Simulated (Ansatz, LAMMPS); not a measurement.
**Glassy 69CaO-31Al2O3 (mol %) (141 atoms) under strain**

How stiff is glassy 69CaO-31Al2O3 (mol %) (141 atoms), and how do its levels respond to strain?

Main program and level: Ansatz 0.2.0; Kohn-Sham DFT, PBEsol, PAW (set soft_2), plane waves.

### Step 1. Set-up

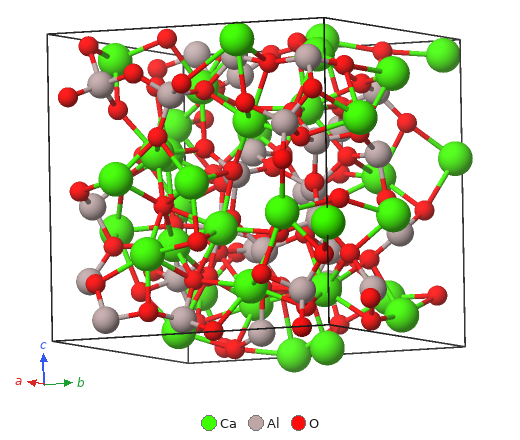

The cell as given, slightly off an axis (calcium green, aluminium light grey, oxygen red). Some periodic images of atoms are drawn too.

The cell holds 141 atoms: 33 Ca, 30 Al and 78 O. Its edges and angles: a = 12.026 Å, b = 12.026 Å, c = 12.026 Å, α = 90.0°, β = 90.0°, γ = 90.0°. 141 atoms (33 Ca, 30 Al, 78 O) placed at random at 3.31 g/cm³, melted at 4000 K for 10 ps at fixed volume with the Morse and Coulomb pair potential with partial charges (Pedone, Malavasi, Menziani, Cormack and Segre, J. Phys. Chem. B 110, 11780 (2006)). Quenched from 4000 K to 300 K at 30 K/ps and fixed volume, held 10 ps at zero pressure, then minimised at fixed cell.

Limits known from the start: The quench rate of 30 K/ps is orders of magnitude faster than experiment, which tends to freeze in extra defects. The starting topology of bonds comes from the classical model, and needn't be the one that DFT or experiment would give. The Brillouin zone is sampled at Γ only.

### Step 2. Single point at the start

A single point comes first, to see the forces before anything moves.

Contents of input.yaml:

```yaml
crystal:
  lattice:
    - [12.02553, 0.0, 0.0]
    - [0.0, 12.02553, 0.0]
    - [0.0, 0.0, 12.02553]
  atoms:
    - { symbol: Ca, position: [0.7158, 0.25035, 0.61677] }
    - { symbol: Ca, position: [0.12267, 0.75924, 0.55659] }
    - { symbol: Ca, position: [0.18273, 0.05459, 0.7558] }
    - { symbol: Ca, position: [0.70229, 0.4699, 0.36372] }
    - { symbol: Ca, position: [0.00735, 0.9798, 0.61302] }
    - { symbol: Ca, position: [0.94068, 0.21002, 0.5202] }
    - { symbol: Ca, position: [0.86412, 0.28198, 0.27742] }
    - { symbol: Ca, position: [0.50939, 0.99899, 0.39271] }
    - { symbol: Ca, position: [0.24479, 0.8935, 0.09111] }
    - { symbol: Ca, position: [0.46271, 0.16088, 0.63772] }
    - { symbol: Ca, position: [0.48538, 0.20519, 0.05677] }
    - { symbol: Ca, position: [0.42745, 0.70551, 0.17073] }
    - { symbol: Ca, position: [0.66458, 0.07928, 0.9343] }
    - { symbol: Ca, position: [0.09286, 0.29889, 0.72868] }
    - { symbol: Ca, position: [0.52355, 0.74096, 0.92904] }
    - { symbol: Ca, position: [0.82752, 0.75284, 0.39236] }
    - { symbol: Ca, position: [0.55647, 0.3367, 0.84069] }
    - { symbol: Ca, position: [0.01302, 0.38834, 0.00518] }
    - { symbol: Ca, position: [0.89109, 0.45919, 0.50021] }
    - { symbol: Ca, position: [0.69796, 0.57185, 0.16977] }
    - { symbol: Ca, position: [0.73018, 0.59419, 0.70464] }
    - { symbol: Ca, position: [0.04251, 0.74681, 0.17038] }
    - { symbol: Ca, position: [0.00399, 0.94102, 0.95168] }
    - { symbol: Ca, position: [0.93555, 0.6529, 0.95339] }
    - { symbol: Ca, position: [0.20086, 0.60102, 0.00311] }
    - { symbol: Ca, position: [0.68117, 0.96868, 0.69926] }
    - { symbol: Ca, position: [0.96953, 0.98783, 0.33615] }
    - { symbol: Ca, position: [0.59702, 0.24688, 0.32952] }
    - { symbol: Ca, position: [0.12259, 0.10915, 0.21133] }
    - { symbol: Ca, position: [0.42092, 0.9602, 0.86181] }
    - { symbol: Ca, position: [0.35839, 0.61785, 0.77243] }
    - { symbol: Ca, position: [0.26496, 0.37832, 0.15403] }
    [... 103 atom lines left out ...]
    - { symbol: O, position: [0.77194, 0.29718, 0.44127] }
    - { symbol: O, position: [0.85399, 0.03613, 0.4957] }
    - { symbol: O, position: [0.11306, 0.77526, 0.96546] }
    - { symbol: O, position: [0.40608, 0.62836, 0.35918] }
    - { symbol: O, position: [0.15402, 0.64218, 0.78995] }
    - { symbol: O, position: [0.74975, 0.44115, 0.81151] }
kpoints:
  mp_grid: { grid: [1, 1, 1] }
hamiltonian:
  xc: pbesol
scf:
  occupations: { method: fixed }
output:
  forces: true
```

On the command line:

```sh
$ ansatz run input.yaml --threads 4 --pin off --max-ram 8192MiB --backend cpu --events-out ev --progress --plain --runs-dir out
```

Numbers of over 12 decimals in the logs are rounded to 6 here.

The program printed:

```text
[...]
Pseudopotentials: kind: paw
Pseudopotential: Ca, paw, valence charge 10, recommended cutoff 420 eV (normal), Ca.paw.azcp
Pseudopotential: Al, paw, valence charge 3, recommended cutoff 420 eV (normal), Al.paw.azcp
Pseudopotential: O, paw, valence charge 6, recommended cutoff 420 eV (normal), O.paw.azcp
[...]
Crystal: 141 atoms, lattice volume = 1739.052 Å³
Basis set: ecut = 420 eV, 33881 PW (Γ), exchange–correlation on 162×162×162 points (8 copies of the dense FFT grid, shifted against one another)
Bands: 585, of which v1, the nominal top of the filled ones, is band 444 counted from 1 (443 counted from 0)
Symmetry: 1 space group operations
Space group: P1 (ITA 1), of the structure as read, at distance tolerance 1.2e-4 Å
k-points: 1
[...]
Initial density: superposition of atomic densities (neutral atoms: chi_scale 0, normalization atom), corrected by the library's trained network
Initial wavefunctions: pseudopotential atomic-orbital guess
[...]
SCF iter   1: F=—  HF=-118887.286527 eV  |F-HF|=—  |Δ(HF+E_count)|=         —  Δρ=1.34e-2  dr2=2.67e0  ethr=1.77e-3  ⟨swp⟩=6.0  Hψ=1738  notcnv=0  defer=138
preconditioner: auto → Resta (q_TF=auto, 2.439 Å⁻¹)  ε∞=3.5  [insulator: Δε(μ)=3.057 eV  Ē_g=16.095 eV  n_scr=436 (ndim 8)  ℏωp=25.5 eV  f_vac=0.017  ε∞_Penn≈3.5]
SCF iter   2: F=—  HF=-118886.623888 eV  |F-HF|=—  |Δ(HF+E_count)|=   6.63e-1  Δρ=3.30e-3  dr2=1.15e-1  ethr=3.01e-4  ⟨swp⟩=2.0  Hψ=860  notcnv=0  defer=139
SCF iter   3: F=—  HF=-118886.602858 eV  |F-HF|=—  |Δ(HF+E_count)|=   2.10e-2  Δρ=1.20e-3  dr2=2.19e-2  ethr=1.29e-5  ⟨swp⟩=3.0  Hψ=725  notcnv=0  defer=138
automatic band count: iteration 3 solves 584 bands in place of 585: the levels show a gap, and the empty bands left out lie too high to hold charge; the band table lists the bands solved (type scf.n_extra_bands for more)
SCF iter   4: F=—  HF=-118886.603660 eV  |F-HF|=—  |Δ(HF+E_count)|=   8.02e-4  Δρ=6.91e-4  dr2=7.61e-3  ethr=2.46e-6  ⟨swp⟩=2.0  Hψ=688  notcnv=0  defer=138
SCF iter   5: F=—  HF=-118886.602915 eV  |F-HF|=—  |Δ(HF+E_count)|=   7.45e-4  Δρ=1.71e-4  dr2=4.49e-4  ethr=8.57e-7  ⟨swp⟩=2.0  Hψ=686  notcnv=0  defer=138
[...]
SCF iter   9: F=—  HF=-118886.608039 eV  |F-HF|=—  |Δ(HF+E_count)|=   5.05e-7  Δρ=4.59e-6  dr2=3.21e-7  ethr=7.30e-10  ⟨swp⟩=2.0  Hψ=760  notcnv=0  defer=138
SCF iter  10: F=-118886.608039 eV  HF=-118886.608039 eV  |F-HF|=1.26e-8  |Δ(HF+E_count)|=   1.48e-7  Δρ=2.18e-6  dr2=7.62e-8  ethr=1.13e-11  ⟨swp⟩=4.0  Hψ=1519  notcnv=0
SCF 1 converged in 10 iterations: F = -118886.608039 eV  dr2 = 7.62e-8
[...]
SCF converged after 10 iterations
Free energy (F): -118886.608039 eV
Harris-Foulkes:  -118886.608039 eV  (|F-HF|=1.26e-8)
Internal energy: -118886.608039 eV  (E = F + TS)
E sigma→0 (E₀):  -118886.608039 eV
Fermi energy:    6.730731 eV
--- Per-component energies (eV) ---
[...]
Σ components = -118886.608039   (vs F -118886.608039, Δ=0.00e0)
--- Forces (eV/Å), atoms counted from 1 ---
  atom   1  Ca    -0.07539853     0.29794625    -0.20734955
  atom   2  Ca     0.17573765    -0.15676970     0.16364376
  atom   3  Ca     0.01050747    -0.38299395     0.40916540
  atom   4  Ca    -0.46379886     0.06863067     0.81885731
[...]
atom 141  O     -1.33383912     0.38499638    -0.42818987
  max |Σ_I F_I| component: 2.94e-5 eV/Å
```

Elapsed: 28 s, on 4 threads of Arm Neoverse V1, shared host; peak memory 2.4 GiB; 1.8 min of CPU time.

The r.m.s. force at the start is 0.61 eV/Å.

### Step 3. Cell and atoms relaxed

The cell is relaxed with the atoms, since the starting lattice needn't suit this functional.

Contents of input.yaml:

```yaml
crystal:
  lattice:
    - [12.02553, 0.0, 0.0]
    - [0.0, 12.02553, 0.0]
    - [0.0, 0.0, 12.02553]
  atoms:
    [... the 141 atom lines of step 2 ...]
kpoints:
  mp_grid: { grid: [1, 1, 1] }
hamiltonian:
  xc: pbesol
scf:
  occupations: { method: fixed }
output:
  forces: true
relax:
  f_tol: 0.05
  max_steps: 150
  cell: {}
```

The program printed:

```text
[...]
Crystal: 141 atoms, lattice volume = 1739.052 Å³
Basis set: ecut = 420 eV, 33881 PW (Γ), exchange–correlation on 162×162×162 points (8 copies of the dense FFT grid, shifted against one another)
Bands: 585, of which v1, the nominal top of the filled ones, is band 444 counted from 1 (443 counted from 0)
Symmetry: 1 space group operations
[...]
k-points: 1
[...]
SCF iter   1: F=—  HF=-118887.286527 eV  |F-HF|=—  |Δ(HF+E_count)|=         —  Δρ=1.34e-2  dr2=2.67e0  ethr=1.77e-3  ⟨swp⟩=6.0  Hψ=1738  notcnv=0  defer=138
[...]
SCF iter   5: F=—  HF=-118886.602911 eV  |F-HF|=—  |Δ(HF+E_count)|=   7.64e-4  Δρ=1.71e-4  dr2=4.49e-4  ethr=8.57e-7  ⟨swp⟩=2.0  Hψ=686  notcnv=0  defer=138
[...]
SCF iter   9: F=—  HF=-118886.608039 eV  |F-HF|=—  |Δ(HF+E_count)|=   5.04e-7  Δρ=4.59e-6  dr2=3.21e-7  ethr=7.30e-10  ⟨swp⟩=2.0  Hψ=760  notcnv=0  defer=138
SCF iter  10: F=-118886.608039 eV  HF=-118886.608039 eV  |F-HF|=1.27e-8  |Δ(HF+E_count)|=   1.48e-7  Δρ=2.18e-6  dr2=7.62e-8  ethr=1.13e-11  ⟨swp⟩=4.0  Hψ=1519  notcnv=0
SCF 1 converged in 10 iterations: F = -118886.608039 eV  dr2 = 7.62e-8
[...]
relax step   1: F+E_penalty+E_count = -118886.60803891 eV  Δ(F+E_penalty+E_count) = +0.000e0 eV  max|allowed force component| = 2.014e0 eV/Å  Δτ_max = 0.0000 Å  P = +2.435 GPa  Ω = 1739.052 Å³  (10 SCF iters, dr2 threshold 1.00e-7 eV, accepted)
[... from here on, the SCF cycles and remarks between the steps are left out ...]
relax step   2: F+E_penalty+E_count = -118889.73151867 eV  Δ(F+E_penalty+E_count) = -3.123e0 eV  max|allowed force component| = 7.684e-1 eV/Å  Δτ_max = 0.1950 Å  P = +3.265 GPa  Ω = 1713.367 Å³  energy of the carried Pulay correction = +9.456e-2 eV  (8 SCF iters, dr2 threshold 1.41e-5 eV, accepted)
relax step   3: F+E_penalty+E_count = -118890.84247545 eV  Δ(F+E_penalty+E_count) = -1.111e0 eV  max|allowed force component| = 4.155e-1 eV/Å  Δτ_max = 0.1051 Å  P = +1.104 GPa  Ω = 1734.070 Å³  energy of the carried Pulay correction = +1.823e-2 eV  (8 SCF iters, dr2 threshold 1.41e-5 eV, accepted)
relax step   4: F+E_penalty+E_count = -118891.38880803 eV  Δ(F+E_penalty+E_count) = -5.463e-1 eV  max|allowed force component| = 2.786e-1 eV/Å  Δτ_max = 0.2000 Å  P = -0.087 GPa  Ω = 1748.537 Å³  energy of the carried Pulay correction = -3.456e-2 eV  (8 SCF iters, dr2 threshold 1.08e-5 eV, accepted)
relax step   5: F+E_penalty+E_count = -118891.65586352 eV  Δ(F+E_penalty+E_count) = -2.671e-1 eV  max|allowed force component| = 1.401e-1 eV/Å  Δτ_max = 0.2000 Å  P = -0.030 GPa  Ω = 1750.663 Å³  energy of the carried Pulay correction = -4.229e-2 eV  (8 SCF iters, dr2 threshold 4.85e-6 eV, accepted)
relax step   6: F+E_penalty+E_count = -118891.75639397 eV  Δ(F+E_penalty+E_count) = -1.005e-1 eV  max|allowed force component| = 3.179e-1 eV/Å  Δτ_max = 0.1946 Å  P = +0.041 GPa  Ω = 1752.795 Å³  energy of the carried Pulay correction = -5.002e-2 eV  (9 SCF iters, dr2 threshold 1.23e-6 eV, accepted)
relax step   7: F+E_penalty+E_count = -118891.95475743 eV  Δ(F+E_penalty+E_count) = -1.984e-1 eV  max|allowed force component| = 2.064e-1 eV/Å  Δτ_max = 0.2000 Å  P = -0.006 GPa  Ω = 1753.049 Å³  energy of the carried Pulay correction = -5.094e-2 eV  (7 SCF iters, dr2 threshold 6.32e-6 eV, accepted)
relax step   8: F+E_penalty+E_count = -118892.07973406 eV  Δ(F+E_penalty+E_count) = -1.250e-1 eV  max|allowed force component| = 2.089e-1 eV/Å  Δτ_max = 0.2000 Å  P = -0.043 GPa  Ω = 1753.174 Å³  energy of the carried Pulay correction = -5.139e-2 eV  (8 SCF iters, dr2 threshold 2.66e-6 eV, accepted)
relax step   9: F+E_penalty+E_count = -118892.16732339 eV  Δ(F+E_penalty+E_count) = -8.759e-2 eV  max|allowed force component| = 1.324e-1 eV/Å  Δτ_max = 0.2000 Å  P = -0.013 GPa  Ω = 1753.008 Å³  energy of the carried Pulay correction = -5.079e-2 eV  (8 SCF iters, dr2 threshold 2.73e-6 eV, accepted)
relax step  10: F+E_penalty+E_count = -118892.13701376 eV  Δ(F+E_penalty+E_count) = +3.031e-2 eV  max|allowed force component| = 4.281e-1 eV/Å  Δτ_max = 0.1505 Å  P = +0.042 GPa  Ω = 1753.063 Å³  energy of the carried Pulay correction = -5.099e-2 eV  (9 SCF iters, dr2 threshold 1.10e-6 eV, rejected (line search))
relax step  11: F+E_penalty+E_count = -118892.18624197 eV  Δ(F+E_penalty+E_count) = -1.892e-2 eV  max|allowed force component| = 1.545e-1 eV/Å  Δτ_max = 0.0734 Å  P = -0.008 GPa  Ω = 1753.124 Å³  energy of the carried Pulay correction = -5.121e-2 eV  (12 SCF iters, accepted)
relax step  12: F+E_penalty+E_count = -118892.21744985 eV  Δ(F+E_penalty+E_count) = -3.121e-2 eV  max|allowed force component| = 6.940e-2 eV/Å  Δτ_max = 0.1000 Å  P = +0.036 GPa  Ω = 1752.213 Å³  energy of the carried Pulay correction = -4.791e-2 eV  (7 SCF iters, dr2 threshold 1.49e-6 eV, accepted)
relax step  13: F+E_penalty+E_count = -118892.24107628 eV  Δ(F+E_penalty+E_count) = -2.363e-2 eV  max|allowed force component| = 5.586e-2 eV/Å  Δτ_max = 0.1500 Å  P = -0.023 GPa  Ω = 1752.635 Å³  energy of the carried Pulay correction = -4.944e-2 eV  (9 SCF iters, dr2 threshold 3.01e-7 eV, accepted)
relax step  14: F+E_penalty+E_count = -118892.24593897 eV  Δ(F+E_penalty+E_count) = -4.863e-3 eV  max|allowed force component| = 8.167e-2 eV/Å  Δτ_max = 0.0302 Å  P = +0.004 GPa  Ω = 1751.966 Å³  energy of the carried Pulay correction = -4.701e-2 eV  (8 SCF iters, dr2 threshold 1.95e-7 eV, accepted)
relax step  15: F+E_penalty+E_count = -118892.22512469 eV  Δ(F+E_penalty+E_count) = +2.081e-2 eV  max|allowed force component| = 2.378e-1 eV/Å  Δτ_max = 0.2000 Å  P = -0.047 GPa  Ω = 1752.460 Å³  energy of the carried Pulay correction = -4.880e-2 eV  (9 SCF iters, dr2 threshold 4.17e-7 eV, rejected (line search))
relax step  16: F+E_penalty+E_count = -118892.25237181 eV  Δ(F+E_penalty+E_count) = -6.433e-3 eV  max|allowed force component| = 6.793e-2 eV/Å  Δτ_max = 0.0957 Å  P = +0.026 GPa  Ω = 1751.636 Å³  energy of the carried Pulay correction = -4.582e-2 eV  (12 SCF iters, accepted)
relax step  17: F+E_penalty+E_count = -118892.26298352 eV  Δ(F+E_penalty+E_count) = -1.061e-2 eV  max|allowed force component| = 1.369e-1 eV/Å  Δτ_max = 0.1000 Å  P = -0.000 GPa  Ω = 1751.938 Å³  energy of the carried Pulay correction = -4.691e-2 eV  (9 SCF iters, dr2 threshold 2.88e-7 eV, accepted)
relax step  18: F+E_penalty+E_count = -118892.29576648 eV  Δ(F+E_penalty+E_count) = -3.278e-2 eV  max|allowed force component| = 3.776e-1 eV/Å  Δτ_max = 0.1470 Å  P = -0.029 GPa  Ω = 1752.056 Å³  energy of the carried Pulay correction = -4.734e-2 eV  (8 SCF iters, dr2 threshold 1.17e-6 eV, accepted)
relax step  19: F+E_penalty+E_count = -118892.28411406 eV  Δ(F+E_penalty+E_count) = +1.165e-2 eV  max|allowed force component| = 6.472e-1 eV/Å  Δτ_max = 0.1950 Å  P = +0.016 GPa  Ω = 1752.151 Å³  energy of the carried Pulay correction = -4.769e-2 eV  (7 SCF iters, dr2 threshold 8.91e-6 eV, rejected (line search))
relax step  20: F+E_penalty+E_count = -118892.35895526 eV  Δ(F+E_penalty+E_count) = -6.319e-2 eV  max|allowed force component| = 2.316e-1 eV/Å  Δτ_max = 0.0975 Å  P = -0.012 GPa  Ω = 1751.623 Å³  energy of the carried Pulay correction = -4.577e-2 eV  (12 SCF iters, accepted)
relax step  21: F+E_penalty+E_count = -118892.35154700 eV  Δ(F+E_penalty+E_count) = +7.408e-3 eV  max|allowed force component| = 5.074e-1 eV/Å  Δτ_max = 0.0974 Å  P = +0.054 GPa  Ω = 1751.032 Å³  energy of the carried Pulay correction = -4.363e-2 eV  (7 SCF iters, dr2 threshold 3.35e-6 eV, rejected (line search))
relax step  22: F+E_penalty+E_count = -118892.37995464 eV  Δ(F+E_penalty+E_count) = -2.100e-2 eV  max|allowed force component| = 6.005e-2 eV/Å  Δτ_max = 0.0487 Å  P = +0.011 GPa  Ω = 1750.925 Å³  energy of the carried Pulay correction = -4.324e-2 eV  (11 SCF iters, accepted)
relax step  23: F+E_penalty+E_count = -118892.38638151 eV  Δ(F+E_penalty+E_count) = -6.427e-3 eV  max|allowed force component| = 2.161e-2 eV/Å  Δτ_max = 0.0500 Å  P = +0.005 GPa  Ω = 1750.427 Å³  energy of the carried Pulay correction = -4.143e-2 eV  (8 SCF iters, dr2 threshold 2.25e-7 eV, accepted)
relax step  24: F+E_penalty+E_count = -118892.49534023 eV  Δ(F+E_penalty+E_count) = -1.090e-1 eV  max|allowed force component| = 2.165e-2 eV/Å  Δτ_max = 0.0000 Å  P = +0.095 GPa  Ω = 1750.427 Å³  stress off target by 3.05e-1 GPa  SCF on the basis re-selected at this cell (its energy is not comparable with the rows above)  (7 SCF iters)
relax step  25: F+E_penalty+E_count = -118892.46445678 eV  Δ(F+E_penalty+E_count) = +3.088e-2 eV  max|allowed force component| = 8.250e-2 eV/Å  Δτ_max = 0.0141 Å  P = -0.266 GPa  Ω = 1755.977 Å³  energy of the carried Pulay correction = -1.987e-2 eV  (8 SCF iters, dr2 threshold 2.32e-7 eV, rejected (line search))
relax step  26: F+E_penalty+E_count = -118892.49543785 eV  Δ(F+E_penalty+E_count) = -9.762e-5 eV  max|allowed force component| = 1.152e-2 eV/Å  Δτ_max = 0.0094 Å  P = +0.025 GPa  Ω = 1751.807 Å³  energy of the carried Pulay correction = -4.821e-3 eV  (11 SCF iters, accepted)
relax step  27: F+E_penalty+E_count = -118892.49489539 eV  Δ(F+E_penalty+E_count) = +5.425e-4 eV  max|allowed force component| = 7.237e-3 eV/Å  Δτ_max = 0.0116 Å  P = +0.001 GPa  Ω = 1752.179 Å³  energy of the carried Pulay correction = -6.113e-3 eV  (8 SCF iters, dr2 threshold 1.52e-8 eV, accepted)
relax step  28: F+E_penalty+E_count = -118892.50329578 eV  Δ(F+E_penalty+E_count) = -8.400e-3 eV  max|allowed force component| = 7.239e-3 eV/Å  Δτ_max = 0.0000 Å  P = +0.003 GPa  Ω = 1752.179 Å³  stress off target by 2.94e-2 GPa  SCF on the basis re-selected at this cell (its energy is not comparable with the rows above)  (5 SCF iters)
[...]
SCF converged after 5 iterations
Free energy (F): -118892.503296 eV
[...]
Internal energy: -118892.503296 eV  (E = F + TS)
E sigma→0 (E₀):  -118892.503296 eV
Fermi energy:    6.551558 eV
[...]
Σ components = -118892.503296   (vs F -118892.503296, Δ=0.00e0)
--- Forces (eV/Å), atoms counted from 1 ---
  atom   1  Ca     0.00054069    -0.00227395    -0.00269124
  atom   2  Ca     0.00012016     0.00351195    -0.00022800
  atom   3  Ca     0.00288732     0.00184708     0.00078233
  atom   4  Ca     0.00079109     0.00061334    -0.00088991
[...]
atom 141  O      0.00020839     0.00273682     0.00097975
  max |Σ_I F_I| component: 8.47e-5 eV/Å
--- Stress (GPa, compression-positive) ---
        0.022071      -0.011933      -0.007382
       -0.011935      -0.006132       0.009515
       -0.007373       0.009515      -0.006635
  P = ⅓ Tr σ = 0.0031 GPa (0.031 kbar)
--- Relaxed structure (26 steps of the walk, 21 accepted, 2 SCFs on fresh bases) ---
  F+E_penalty+E_count = -118892.50329578 eV   max|allowed force component| = 7.239e-3 eV/Å   (the final SCF, on the basis selected at the relaxed cell)
  cell:  # Å, volume = 1752.1792 Å³
    - [12.261011, -0.160223, -0.054297]
    - [-0.160223, 11.914436, 0.165804]
    - [-0.054297, 0.165804, 11.999043]
  atoms:
    - { symbol: Ca, position: [0.719680, 0.277294, 0.621525] }
    - { symbol: Ca, position: [0.120009, 0.762388, 0.544216] }
    - { symbol: Ca, position: [0.189621, 0.051810, 0.764955] }
    - { symbol: Ca, position: [0.713733, 0.460681, 0.378817] }
[...]
- { symbol: O, position: [0.740831, 0.433293, 0.807609] }
```

The job ended after 13 min (4 threads; peak memory 2.6 GiB; 52 min of CPU time).

The relaxation converged after 26 steps, with a largest force component of 0.0072 eV/Å.

(Part 1 of 3 ends here.)

[Logs are printed without paths, hosts, clocks, repeated set-up lines and the standing remarks that a program may print on its own settings, such as how far it seeks lower states.]

[Hosts, paths, dates, database ids (printed as entryN), source tags and the programs' standing remarks are cut or masked in the printed files.]
